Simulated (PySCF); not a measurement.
# Run report: Sn$_{2}$NHF$_{6}$, geometry relaxation (part 1 of 2)

Sn$_{2}$NHF$_{6}$ ((F3Sn)2NH), computed with PBE0-D3(BJ)/def2-SVP geometry optimisation, gas phase (PySCF 2.14.0).

The run did not end well. It belongs to a series of runs on one base structure; here: F, NH.

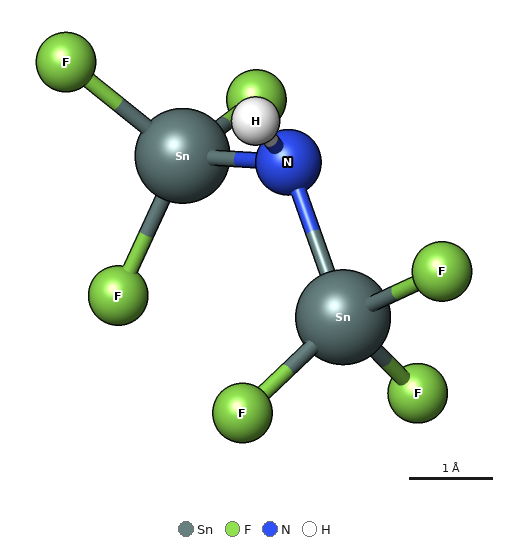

*The input geometry (ball-and-stick view, seen at a tilt). Sticks mark near contacts.*

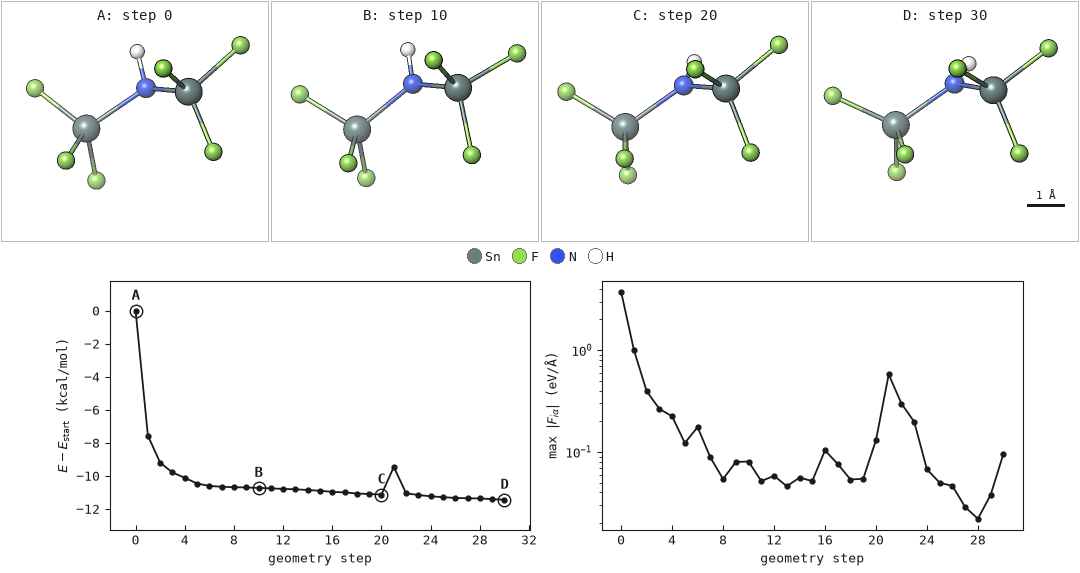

*Frames of the relaxation (ball-and-stick view, seen at a tilt) above the curves, on which the letters mark them (steps are counted from 0).*

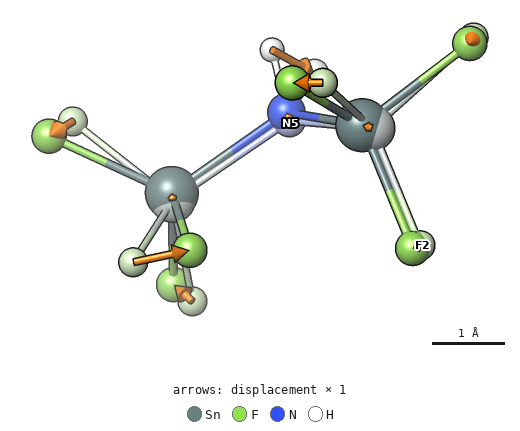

*Start (faint) and end (solid) with the displacements as orange arrows, at true length (ball-and-stick view, seen at a tilt). The two geometries are laid on each other by the best rigid fit.*

The relaxation stopped without meeting its thresholds, so the last structure isn't shown to be converged. After 30 geometry steps the energy has fallen by 11.4 kcal/mol. The largest force component goes from 3.7 to 0.096 eV/Å. H10 moves most after the best rigid fit: 0.88 Å. By element the largest moves are H 0.88 Å, F 0.82 Å, Sn 0.15 Å, N 0.14 Å. Distances before and after: Sn1–F2 1.807 → 1.908 Å, Sn1–N5 2.092 → 2.004 Å, Sn1–F3 1.971 → 1.914 Å, Sn1–F4 1.858 → 1.909 Å. Among the angles that change: N5–Sn6–F9 116.5° → 92.8°, Sn6–N5–H10 109.8° → 123.7°, N5–Sn6–F7 107.8° → 120.2°. (Atoms are counted from 1 in the order of the input.)

The input that produced these results follows, with the program's output.

### The input
```
{"job": {"xc": "PBE0", "basis": "def2-SVP", "d3": "d3bj", "grid": 1, "maxiter": 30, "shake": 0.03, "kind": "geom"}, "charge": 0, "multiplicity": 1}
Sn     1.048030     1.017440     0.975200
F      2.687860     0.414030     0.515300
F      1.003680     2.987000     1.032660
F      0.709270     0.484860     2.722730
N     -0.400950     0.664910    -0.492070
Sn    -0.809610    -1.210690    -0.990260
F     -2.673430    -1.419930    -0.958990
F     -0.121090    -1.568620    -2.746260
F     -0.044890    -2.594710     0.140470
H     -1.274230     1.148960    -0.194360
```

The first line tells a small driver script what to run in PySCF; the rest is the geometry in Å.

Launch command:
```bash
OMP_NUM_THREADS=1 python <driver script> task.json out
```

### Log
```
step   0  E = -1082.00967317  max force = 0.072612
step   1  E = -1082.02171578  max force = 0.019562
step   2  E = -1082.02433511  max force = 0.007696
step   3  E = -1082.02526828  max force = 0.005153
step   4  E = -1082.02578559  max force = 0.004356
step   5  E = -1082.02633574  max force = 0.002384
step   6  E = -1082.02656409  max force = 0.003410
step   7  E = -1082.02665234  max force = 0.001722
step   8  E = -1082.02668898  max force = 0.001054
step   9  E = -1082.02671496  max force = 0.001549
step  10  E = -1082.02675993  max force = 0.001568
step  11  E = -1082.02680597  max force = 0.001006
step  12  E = -1082.02685625  max force = 0.001135
step  13  E = -1082.02689267  max force = 0.000896
step  14  E = -1082.02696134  max force = 0.001090
step  15  E = -1082.02703407  max force = 0.001008
step  16  E = -1082.02714266  max force = 0.002017
step  17  E = -1082.02719276  max force = 0.001483
step  18  E = -1082.02730110  max force = 0.001042
step  19  E = -1082.02734508  max force = 0.001061
step  20  E = -1082.02740077  max force = 0.002539
step  21  E = -1082.02472821  max force = 0.011231
step  22  E = -1082.02727220  max force = 0.005799
step  23  E = -1082.02744634  max force = 0.003848
step  24  E = -1082.02756686  max force = 0.001313
step  25  E = -1082.02765320  max force = 0.000970
step  26  E = -1082.02772490  max force = 0.000903
step  27  E = -1082.02775666  max force = 0.000560
step  28  E = -1082.02777961  max force = 0.000431
step  29  E = -1082.02783832  max force = 0.000737
step  30  E = -1082.02790891  max force = 0.001857
optimisation not converged
```

### Trajectory as extended XYZ (Å, eV, eV/Å), 31 frames, from step=0 to step=30
```
10
Properties=species:S:1:pos:R:3:forces:R:3 step=0 energy=-29442.98289
Sn    1.0480    1.0174    0.9752   -3.7338   3.2983  -1.4017
F     2.6879    0.4140    0.5153    3.1436  -1.2297  -0.9480
F     1.0037    2.9870    1.0327    0.1474  -1.3532   0.0434
F     0.7093    0.4849    2.7227   -0.3401  -0.5585   1.5045
N    -0.4009    0.6649   -0.4921    0.5171   0.6483   1.4523
Sn   -0.8096   -1.2107   -0.9903    1.1345  -0.9605  -0.2942
F    -2.6734   -1.4199   -0.9590   -1.1065  -0.1911  -0.0564
F    -0.1211   -1.5686   -2.7463   -0.1511  -0.0379   0.2680
F    -0.0449   -2.5947    0.1405   -0.1926   0.6559  -0.3513
H    -1.2742    1.1490   -0.1944    0.5815  -0.2716  -0.2166
10
Properties=species:S:1:pos:R:3:forces:R:3 step=1 energy=-29443.31059
Sn    1.0007    1.0658    0.9452    1.0059  -0.8640   0.3906
F     2.7491    0.3802    0.4283   -0.9552   0.3321   0.2419
F     1.0025    2.9485    1.0375    0.1323   0.7522   0.1299
F     0.6450    0.4658    2.7496    0.1006   0.1375  -0.5629
N    -0.3837    0.6939   -0.4499   -0.2235  -0.6511   0.0710
Sn   -0.8018   -1.2152   -0.9894   -0.6652   0.3573  -0.2620
F    -2.7155   -1.4714   -0.9829    0.5059   0.0818  -0.0414
F    -0.1007   -1.5953   -2.7180   -0.0311  -0.0356  -0.0934
F    -0.0271   -2.5230    0.1500    0.1887  -0.1286   0.2753
H    -1.2437    1.1739   -0.1662   -0.0584   0.0184  -0.1490
10
Properties=species:S:1:pos:R:3:forces:R:3 step=2 energy=-29443.38187
Sn    1.0049    1.0825    0.9523    0.2130   0.1524  -0.1161
F     2.7126    0.3760    0.4239   -0.3957   0.1432   0.0727
F     1.0489    2.9968    1.0614    0.0741  -0.2082   0.0377
F     0.6663    0.4754    2.7389    0.0104   0.0355  -0.1589
N    -0.4027    0.6730   -0.4418    0.0959  -0.3022   0.3698
Sn   -0.8093   -1.2241   -0.9957   -0.0416   0.0798  -0.0753
F    -2.7050   -1.4876   -1.0009    0.0782   0.0136  -0.0398
F    -0.1045   -1.6071   -2.7251   -0.0508  -0.0283  -0.0236
F    -0.0178   -2.5158    0.1718    0.0390   0.0775   0.0440
H    -1.2687    1.1540   -0.1803   -0.0226   0.0366  -0.1106
10
Properties=species:S:1:pos:R:3:forces:R:3 step=3 energy=-29443.40726
Sn    0.9917    1.1012    0.9448   -0.2198   0.1988  -0.1293
F     2.6466    0.3598    0.3910    0.2632  -0.1151  -0.1322
F     1.0991    3.0032    1.0690    0.0379   0.0293   0.0175
F     0.6715    0.4866    2.7184   -0.0556  -0.0500   0.1887
N    -0.4211    0.6580   -0.4161   -0.0741  -0.0585   0.2650
Sn   -0.8023   -1.2259   -0.9901    0.2245  -0.0486  -0.0617
F    -2.6857   -1.5127   -1.0131   -0.1533  -0.0291  -0.0309
F    -0.0960   -1.6139   -2.7190   -0.0495  -0.0251   0.0070
F     0.0137   -2.4773    0.2070    0.0109   0.0696  -0.0098
H    -1.2929    1.1441   -0.1873    0.0157   0.0286  -0.1145
10
Properties=species:S:1:pos:R:3:forces:R:3 step=4 energy=-29443.42133
Sn    0.9806    1.1215    0.9418   -0.2061   0.1213  -0.0305
F     2.6082    0.3386    0.3583    0.2240  -0.0850  -0.1139
F     1.1443    3.0223    1.0622    0.0063  -0.0556  -0.0139
F     0.6744    0.5143    2.7248   -0.0331   0.0078   0.0880
N    -0.4466    0.6467   -0.3898   -0.0789   0.0106   0.1945
Sn   -0.7956   -1.2344   -0.9859    0.1383  -0.0220  -0.0188
F    -2.6764   -1.5560   -1.0238   -0.0549  -0.0139  -0.0159
F    -0.0917   -1.6222   -2.7154   -0.0347  -0.0209   0.0020
F     0.0499   -2.4463    0.2292    0.0177   0.0252  -0.0085
H    -1.3224    1.1388   -0.1968    0.0214   0.0325  -0.0830
10
Properties=species:S:1:pos:R:3:forces:R:3 step=5 energy=-29443.43631
Sn    0.9512    1.1507    0.9329    0.0631  -0.1221   0.0572
F     2.5348    0.2875    0.3088    0.0065   0.0312  -0.0181
F     1.2147    3.0404    1.0035   -0.0210  -0.0174  -0.0373
F     0.6642    0.6046    2.7425   -0.0093   0.0551  -0.0057
N    -0.5007    0.6273   -0.3378   -0.1226   0.0522   0.0260
Sn   -0.7743   -1.2502   -0.9692    0.0828  -0.0266   0.0332
F    -2.6413   -1.6511   -1.0147   -0.0109  -0.0049   0.0106
F    -0.0933   -1.6278   -2.7096   -0.0090  -0.0068   0.0026
F     0.1482   -2.3903    0.2597    0.0061   0.0039  -0.0324
H    -1.3789    1.1322   -0.2115    0.0143   0.0355  -0.0362
10
Properties=species:S:1:pos:R:3:forces:R:3 step=6 energy=-29443.44252
Sn    0.9345    1.1621    0.9276    0.0849  -0.1753   0.0579
F     2.4891    0.2456    0.2966   -0.0599   0.0518   0.0184
F     1.2557    3.0424    0.9238   -0.0272   0.0257  -0.0224
F     0.6551    0.7034    2.7639    0.0047   0.0372  -0.0572
N    -0.5403    0.6127   -0.3032   -0.0581   0.0372  -0.0093
Sn   -0.7598   -1.2637   -0.9539   -0.0447   0.0272   0.0060
F    -2.6153   -1.7267   -0.9826    0.0451   0.0078   0.0209
F    -0.1101   -1.6240   -2.7095    0.0061   0.0055  -0.0073
F     0.2309   -2.3581    0.2596    0.0348  -0.0474   0.0053
H    -1.4152    1.1296   -0.2179    0.0142   0.0303  -0.0122
10
Properties=species:S:1:pos:R:3:forces:R:3 step=7 energy=-29443.44492
Sn    0.9305    1.1558    0.9288    0.0886  -0.0482   0.0456
F     2.4790    0.2254    0.3052   -0.0524   0.0322   0.0236
F     1.2593    3.0356    0.8842   -0.0207   0.0051  -0.0017
F     0.6468    0.7451    2.7746    0.0091   0.0027  -0.0348
N    -0.5511    0.6102   -0.2926   -0.0291  -0.0200  -0.0198
Sn   -0.7556   -1.2662   -0.9486   -0.0419   0.0108   0.0136
F    -2.6054   -1.7513   -0.9539    0.0344  -0.0006   0.0153
F    -0.1290   -1.6103   -2.7161    0.0016   0.0095  -0.0033
F     0.2706   -2.3586    0.2403    0.0015   0.0000  -0.0257
H    -1.4205    1.1375   -0.2177    0.0090   0.0085  -0.0129
10
Properties=species:S:1:pos:R:3:forces:R:3 step=8 energy=-29443.44592
Sn    0.9342    1.1472    0.9365   -0.0222   0.0113  -0.0305
F     2.4869    0.2208    0.3257   -0.0059   0.0009   0.0106
F     1.2498    3.0288    0.8772   -0.0035   0.0145   0.0097
F     0.6408    0.7534    2.7829    0.0057  -0.0222   0.0040
N    -0.5483    0.6102   -0.2938    0.0542  -0.0316   0.0375
Sn   -0.7576   -1.2643   -0.9522   -0.0384   0.0344  -0.0155
F    -2.6042   -1.7561   -0.9308   -0.0025  -0.0137   0.0033
F    -0.1520   -1.5937   -2.7298   -0.0062   0.0057  -0.0104
F     0.2886   -2.3672    0.2073    0.0165  -0.0014   0.0025
H    -1.4135    1.1443   -0.2186    0.0022   0.0021  -0.0113
10
Properties=species:S:1:pos:R:3:forces:R:3 step=9 energy=-29443.44663
Sn    0.9364    1.1399    0.9440   -0.0379   0.0797  -0.0288
F     2.4955    0.2201    0.3458    0.0366  -0.0166  -0.0026
F     1.2401    3.0248    0.8867    0.0011  -0.0158   0.0148
F     0.6315    0.7429    2.7870    0.0029  -0.0292   0.0247
N    -0.5397    0.6108   -0.2959    0.0402  -0.0328   0.0376
Sn   -0.7602   -1.2596   -0.9594   -0.0070   0.0006  -0.0195
F    -2.6044   -1.7566   -0.9119   -0.0147  -0.0153  -0.0056
F    -0.1774   -1.5771   -2.7472   -0.0159   0.0050  -0.0053
F     0.3047   -2.3718    0.1751   -0.0011   0.0204  -0.0001
H    -1.4019    1.1496   -0.2198   -0.0041   0.0042  -0.0153
10
Properties=species:S:1:pos:R:3:forces:R:3 step=10 energy=-29443.44785
Sn    0.9444    1.1274    0.9599   -0.0806   0.0711  -0.0430
F     2.5239    0.2334    0.3825    0.0721  -0.0206  -0.0190
F     1.2180    3.0175    0.9303    0.0121  -0.0157   0.0103
F     0.6191    0.6973    2.7916   -0.0023  -0.0262   0.0377
N    -0.5181    0.6134   -0.3046    0.0238  -0.0215   0.0499
Sn   -0.7690   -1.2491   -0.9781    0.0421  -0.0250  -0.0108
F    -2.6104   -1.7485   -0.8890   -0.0303  -0.0119  -0.0150
F    -0.2263   -1.5503   -2.7815   -0.0233   0.0013  -0.0022
F     0.3185   -2.3773    0.1192   -0.0132   0.0344   0.0120
H    -1.3755    1.1596   -0.2259   -0.0004   0.0141  -0.0200
10
Properties=species:S:1:pos:R:3:forces:R:3 step=11 energy=-29443.44910
Sn    0.9461    1.1241    0.9628   -0.0360   0.0375  -0.0065
F     2.5364    0.2482    0.3846    0.0517  -0.0033  -0.0168
F     1.2091    3.0162    0.9592    0.0059  -0.0208   0.0009
F     0.6188    0.6640    2.7875   -0.0007  -0.0091   0.0226
N    -0.5102    0.6142   -0.3082   -0.0211  -0.0030   0.0258
Sn   -0.7725   -1.2453   -0.9839    0.0351  -0.0375  -0.0062
F    -2.6140   -1.7446   -0.8884   -0.0188  -0.0049  -0.0130
F    -0.2409   -1.5492   -2.7903   -0.0191  -0.0004   0.0025
F     0.3175   -2.3686    0.1153   -0.0048   0.0192   0.0102
H    -1.3657    1.1643   -0.2341    0.0076   0.0223  -0.0195
10
Properties=species:S:1:pos:R:3:forces:R:3 step=12 energy=-29443.45047
Sn    0.9464    1.1231    0.9638    0.0152  -0.0584   0.0182
F     2.5496    0.2726    0.3759   -0.0082   0.0244   0.0000
F     1.2011    3.0149    0.9850   -0.0038   0.0150  -0.0096
F     0.6256    0.6348    2.7838    0.0066   0.0107  -0.0147
N    -0.5093    0.6124   -0.3075   -0.0352  -0.0093  -0.0022
Sn   -0.7765   -1.2464   -0.9856    0.0013  -0.0092   0.0278
F    -2.6165   -1.7545   -0.8870    0.0104   0.0048  -0.0030
F    -0.2621   -1.5583   -2.7952    0.0003  -0.0018   0.0002
F     0.3250   -2.3493    0.1231   -0.0037  -0.0021  -0.0026
H    -1.3586    1.1739   -0.2518    0.0171   0.0259  -0.0141
```
